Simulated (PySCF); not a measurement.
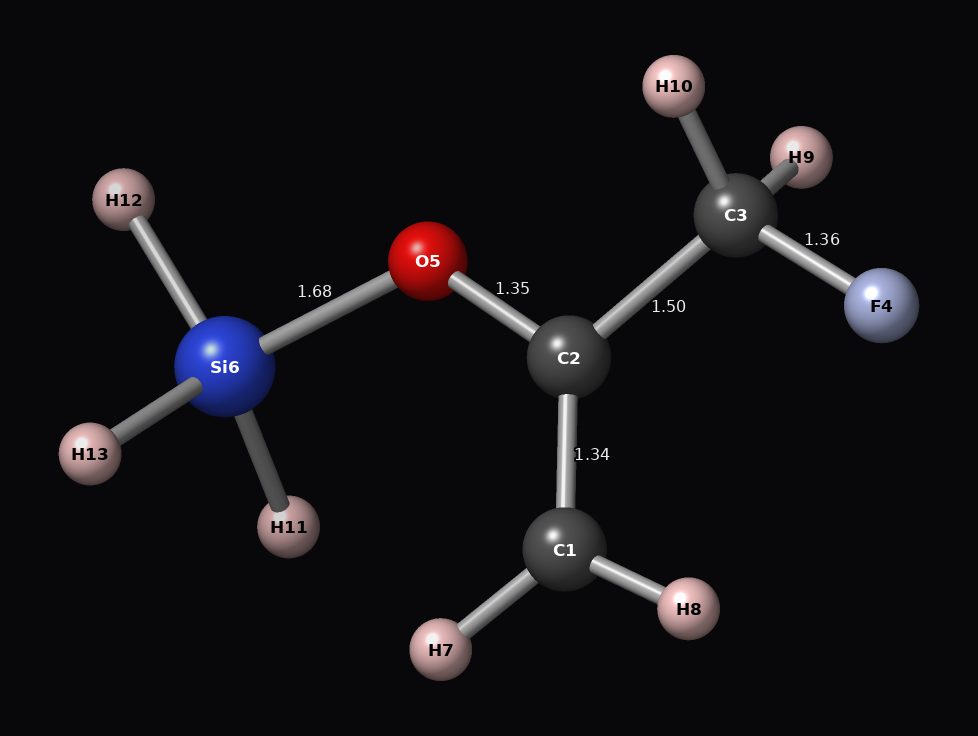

Bond lengths are marked in Å; every bond is drawn as one stick. The computed structure is the end point of a PBE0-D3(BJ)/def2-SVP optimisation. No frequency run is at hand to confirm it as a minimum.

> Assign a bond order to each marked bond.

C1–C2 double; C2–C3 single; C2–O5 single; C3–F4 single; O5–Si6 single.

> Give the structure as SMILES.

C=C(CF)O[SiH3]
